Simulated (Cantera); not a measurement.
Feed: 1 mol SiH2Cl2, 0.54 mol HCl, 8.9 mol H2, at 1.28 Torr.

Cantera equilibrium calculation (NASA polynomials, part measured and part estimated; ideal gas, pure solids and liquids). Candidate condensed phases: Si; 19 gas species. The tables' values for SiCl3, SiCl are old estimates; treat these amounts as uncertain. Rates play no part.

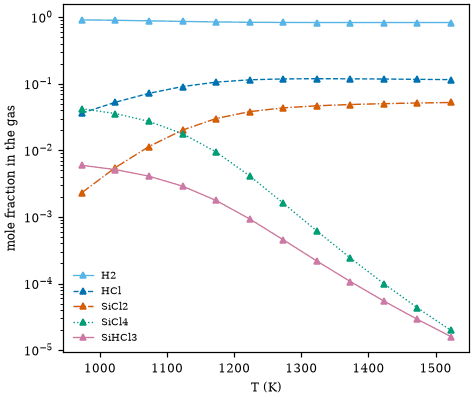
Fig. 1. Equilibrium gas composition (values under 1e-9 drawn at 1e-9)

Question: Read off the mole fractions at 973 K.

Answer: H2 about 0.91, SiCl4 about 0.042, HCl about 0.036, SiHCl3 about 0.0060, SiCl2 about 0.0023.
